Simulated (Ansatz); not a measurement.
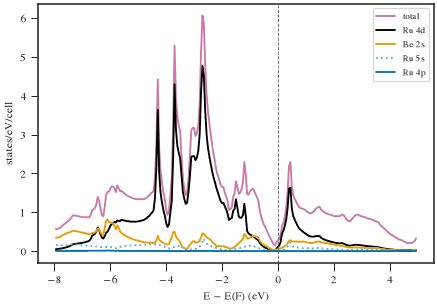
*Total and projected density of states of Be3Ru in space group I4/mmm (No. 139; Be on 4d, Be on 2b, Ru on 2a), plane-wave PAW r²SCAN (Ansatz code)*

**Question.** Which orbitals carry the states next to the Fermi level?

**Answer.** Within 0.5 eV of the Fermi level: Ru 4d 56 %, Be 2s 15 %, Ru 5s 7 %, outside the projected shells 21 %. Projections are on Löwdin-orthogonalised atomic valence shells; empty p or d shells of many metals are not among them.

**Question.** Where is the tallest occupied peak in this window, and what makes it?

**Answer.** Near -2.7 eV, about 6.1 states/eV per cell; the largest projected share is Ru 4d.

The first step of the workflow began from a Materials Project structure, measured or hypothetical; the Crystallography Open Database copy checked does not list it. With Be and Ru taken as one species the cell has the higher symmetry I4/mmm, so it may be an ordered model of a mixed-site phase. Whether it is the stable phase at ambient conditions was not checked. The cell was relaxed with r²SCAN under the symmetry of its start; whether a distortion lowers the energy is not shown. No spin polarisation was allowed. Scalar-relativistic: spin–orbit coupling is off unless named, which matters more the heavier the elements.

Potentials: the later of the program's two PAW sets.
